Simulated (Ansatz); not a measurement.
**CaSi2: pressure series**

The reference is CaSi$_{2}$ (space group R-3m, No. 166; a cell from a computed database, its experimental status unchecked).

```cif
data_Ca6Si12
_chemical_formula_sum 'Ca6 Si12'
_space_group_name_H-M_alt 'R-3m :H'
_space_group_IT_number 166
_space_group_name_Hall '-R 3 2"'
_cell_length_a 3.85122
_cell_length_b 3.85122
_cell_length_c 29.80917
_cell_angle_alpha 90.000
_cell_angle_beta 90.000
_cell_angle_gamma 120.000
loop_
_atom_site_label
_atom_site_type_symbol
_atom_site_symmetry_multiplicity
_atom_site_Wyckoff_symbol
_atom_site_fract_x
_atom_site_fract_y
_atom_site_fract_z
_atom_site_occupancy
Ca1 Ca 6 c 0.00000 0.00000 0.07958 1
Si1 Si 6 c 0.00000 0.00000 0.34669 1
Si2 Si 6 c 0.00000 0.00000 0.18284 1
```
(The calculation used a cell of 6 atoms; values per cell refer to that cell.)

Cell and atoms are relaxed at each pressure.

Method: DFT with PBEsol, PAW potentials and a 420 eV plane-wave cutoff in Ansatz (a program for electronic structure), no SOC.

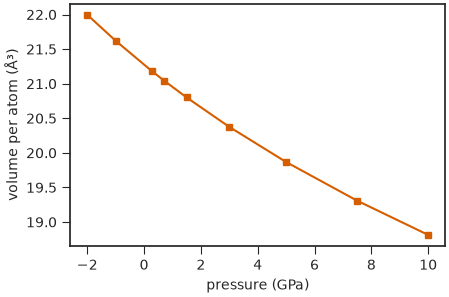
Figure: Volume against pressure

Q: Estimate the zero-pressure bulk modulus from the plot.

A: About 64 GPa; a third-order Birch–Murnaghan fit to the points gives V₀ = 21.27 Å³/atom, B₀ = 64 GPa and B₀′ = 3.9.

Load acts through the strain it causes; cell and atoms are relaxed under it. Stability against distortions was not tested. No other phases were tried under pressure. The final runs are not spin-polarised.
